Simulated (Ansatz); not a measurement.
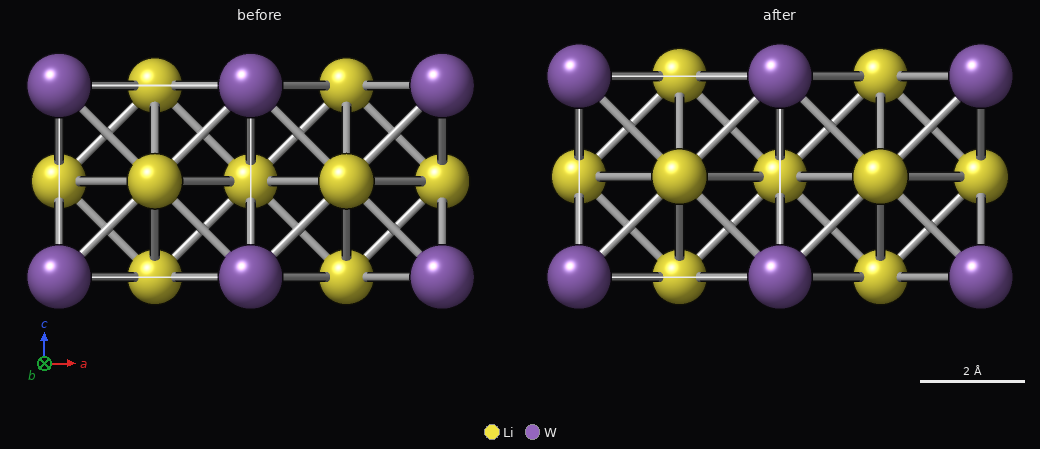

The structure of solid Li3W (built on the Cu3Au (L1_2)_221 type) (coarse preliminary run) before (left) and after (right) a relaxation, at one scale.

Style: ball-and-stick. Shown: the cell of the calculation, repeated 2 × 1 × 1 with one cell outlined, along the b axis.

Case: Cu3Au (L1_2) type (Pm-3m, No. 221).

All numbers below come from Ansatz 0.2.0, DFT PBE, scalar-relativistic, plane waves, PAW.

Input
```yaml
crystal:
  lattice:
    - [3.7128492897, 0.0, 0.0]
    - [0.0, 3.7128492897, 0.0]
    - [0.0, 0.0, 3.7128492897]
  atoms:
    - { symbol: Li, position: [0.0, 0.5, 0.5] }
    - { symbol: Li, position: [0.5, 0.0, 0.5] }
    - { symbol: Li, position: [0.5, 0.5, 0.0] }
    - { symbol: W, position: [0.0, 0.0, 0.0] }
basis:
  ecutwfc: 420
kpoints:
  mp_grid: { grid: [6, 6, 6] }
hamiltonian:
  xc: pbe
scf:
  occupations: { method: gaussian, width: 0.1 }
  lower_state_search: "off"
output:
  forces: true
  stress: true
  eigenvalues: true
relax:
  adjacent_minimum: "off"
  f_tol: 0.04
  max_steps: 70
  cell: { stress_tol: 0.4 }
```

Run as
```bash
ansatz run input.yaml --threads 1 --pin off --max-ram 2560MiB --backend cpu --events-out ev --progress --plain --runs-dir out
```

### Describe what moved and what it gained.

After 1 accepted move (2 points after the start) the energy has fallen by 0.178 eV per cell of the calculation. All forces vanish by symmetry, so only the cell relaxes. Pressure: 8.67 GPa at the start and −0.38 GPa at the end. At 1 point the geometry stayed and the basis and grid were re-selected for the new cell (energy shift of 0.6 meV per cell of the calculation at most each time). The atoms keep their places relative to the cell (all moves are under 0.005 Å). The volume changes by +15.4 %, with a = b = c 3.713 → 3.894 Å (+4.9 %). Near-neighbour distances that change, for instance: Li1–Li2 2.625 → 2.754 Å, Li1–W4 2.625 → 2.754 Å. The space group stays Pm-3m (No. 221). The run took 4.2 s on 1 thread of Arm Neoverse V1, on a shared host, peak memory 0.32 GiB.
